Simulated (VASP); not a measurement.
Band structure of AgBr (rock salt). Level of theory: LDA (Ceperley-Alder, Perdew-Zunger), VASP's LDA PAW potentials (set 64) (plane waves; VASP).

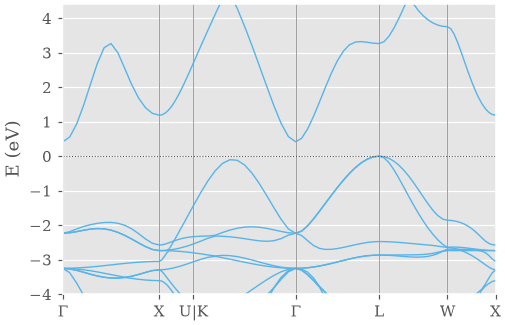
*Bands along high-symmetry lines, zero at the valence-band maximum or, without a gap, the Fermi level*

**Question.** Read the plot: is there a gap, and where are the band edges?

**Answer.** The gap is indirect, 0.42 eV, from the valence maximum at L to the conduction minimum at Γ. (Edges off the drawn lines would not show.)

The compound is AgBr in the rock salt structure. It was relaxed first, which changed the volume by -9 %.
